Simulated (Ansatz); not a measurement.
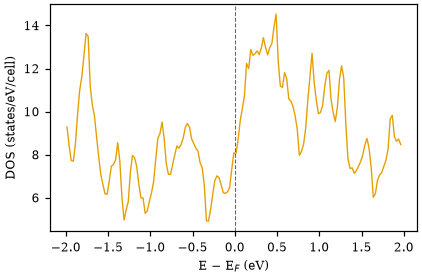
Density of states of W$_{5}$Si$_{3}$ (I4/mcm) near the Fermi level, PBEsol, rigid bands (Ansatz, a first-principles code).

Problem. With 16 atoms a cell, what bare Sommerfeld coefficient γ = (π²/3) k_B² N(E_F) follows?

Solution. N(E_F) ≈ 8.1 states/eV a cell at 300 K, so γ ≈ 1.19 mJ/(mol of atoms·K²), before many-body enhancement (phonons, spin fluctuations, correlation).

Problem. How far does the Fermi level move in a rigid band for 0.1 electron a cell added or removed?

Solution. 12 meV and -13 meV.

A metal at this level (no band gap); rigid bands, thermally averaged at 300 K, both spins. Spin-orbit coupling is left out, which matters with elements this heavy. Geometry: cell and atoms relaxed with PBEsol.

Computed structure with no diffraction record at hand here (it may be known, metastable or hypothetical): W5Si3 (I4/mcm).
